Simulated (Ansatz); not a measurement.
CH5FO2Si

| atom | x (Å) | y (Å) | z (Å) |
| --- | --- | --- | --- |
| Si | -0.3011 | -0.2456 | 0.2658 |
| F | -0.7670 | -1.7792 | -0.1104 |
| C | 1.0951 | 0.2431 | -0.8649 |
| H | 0.8133 | 0.1073 | -1.9282 |
| O | -1.6746 | 0.7040 | 0.1514 |
| O | 0.2540 | -0.1645 | 1.8306 |
| H | 1.9918 | -0.3769 | -0.6651 |
| H | 1.3691 | 1.3057 | -0.7112 |
| H | -2.3465 | 0.4073 | -0.4884 |
| H | -0.4341 | -0.2011 | 2.5202 |

Method: RKS BLYP-D4/def2-SVP (Ansatz 0.2.0).

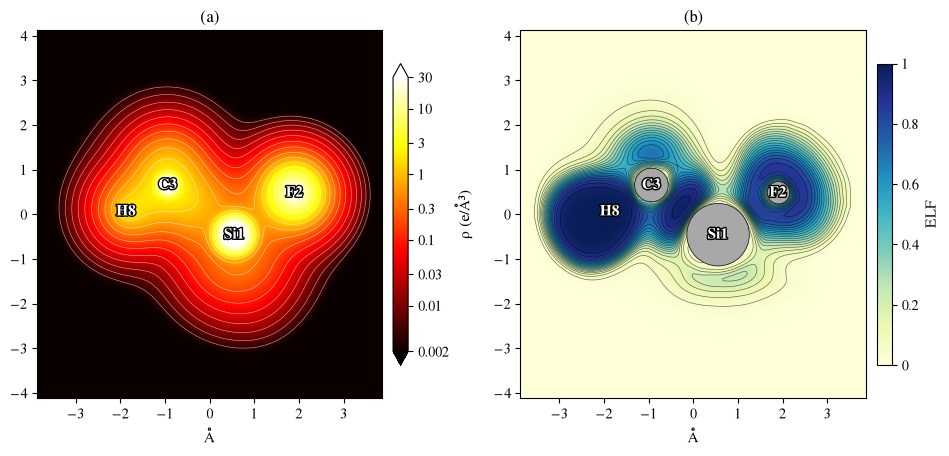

Figure 1. (a) electron density; (b) electron localisation function on the plane of atoms F2, Si1 and C3. Grey discs cover the atomic cores in the ELF map.

**Describe what can be read from this map.**

- The plane passes through Si, F, C and H nuclei.
- Si–F (1.65 Å): the density is about 0.95 e/Å³ at the midpoint; the ELF peaks at about 0.85 in the valence shell of F, 0.6 Å from its nucleus, and is about 0.40 at the midpoint.
- C–Si (1.86 Å): ρ at the midpoint is about 1 e/Å³; the ELF peaks at about 0.95 between the atoms, as expected for localised, covalent bonding.
- C–H (1.11 Å): ρ at the midpoint is about 1.9 e/Å³; the ELF climbs to about 1 towards the hydrogen, as it does in any bond to H: a covalent bond by its length.
- The ELF also peaks beside F2, away from the bonds: lone-pair regions.

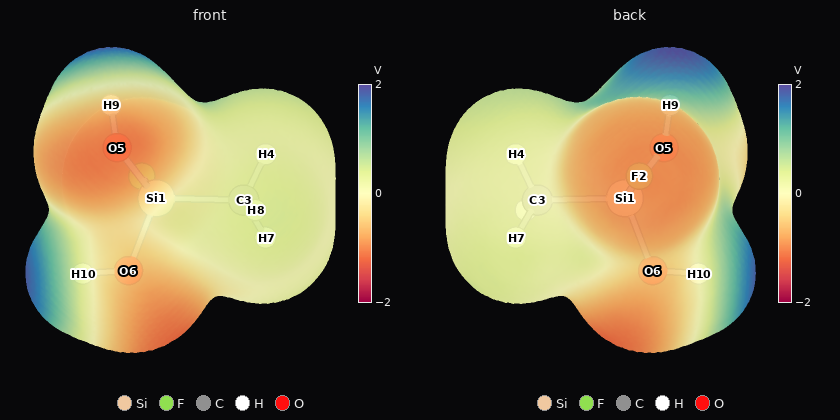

Figure 2. The molecular electrostatic potential painted on the density surface at 0.001 e/bohr³, seen from the front and from behind; red is negative and blue positive.

**Describe the electrostatic potential map.**

The most negative region (about −1.2 V) lies over O6, the most positive (about +1.9 V) over H9. O6 is the likeliest acceptor of a hydrogen bond.

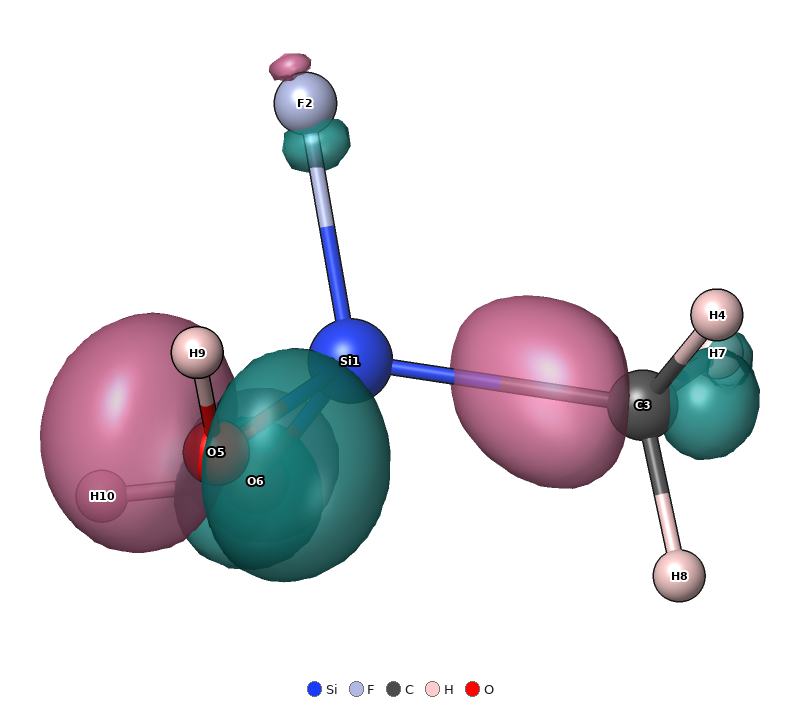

Figure 3. The HOMO at ±0.2 Å⁻³ᐟ² (teal and pink are the two phases), seen from one side.

**What is the character of this orbital?**

It lies mainly on O5 (about 55 %), O6 (about 10 %), C3 (about 10 %) and Si1 (about 10 %). Its energy is −7.06 eV.

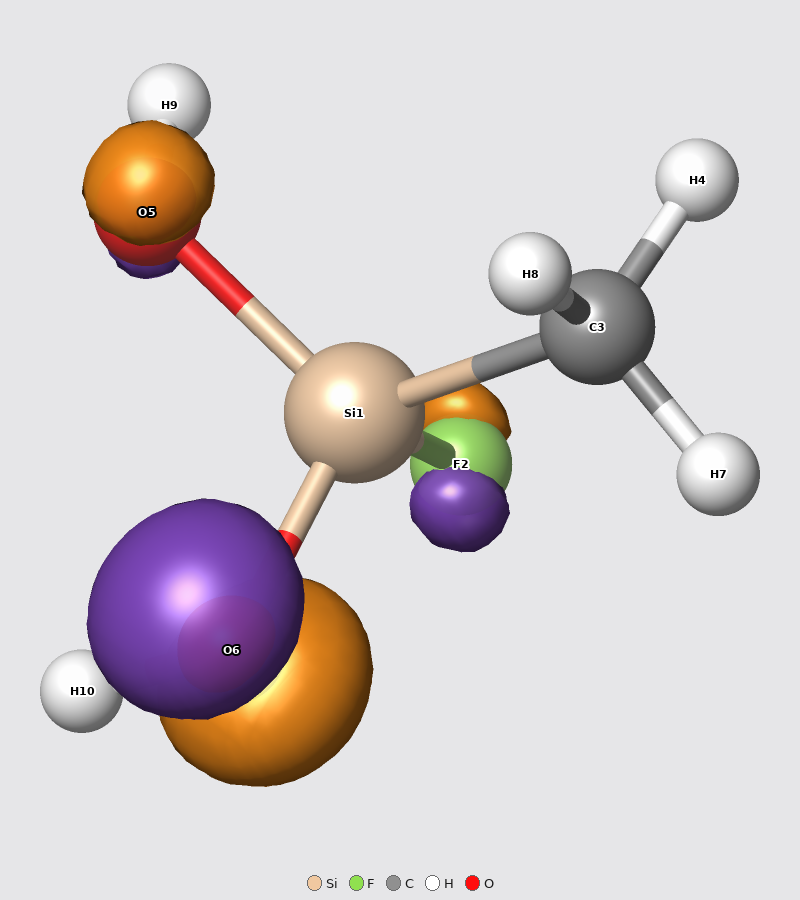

Figure 4. The HOMO−1 at ±0.3 Å⁻³ᐟ² (orange and purple are the two phases), seen at a tilt.

**Describe this orbital and give its energy.**

It lies mainly on O6 (about 70 %), O5 (about 10 %) and F2 (about 5 %); largely a lone pair of O6. Its energy is −7.29 eV.
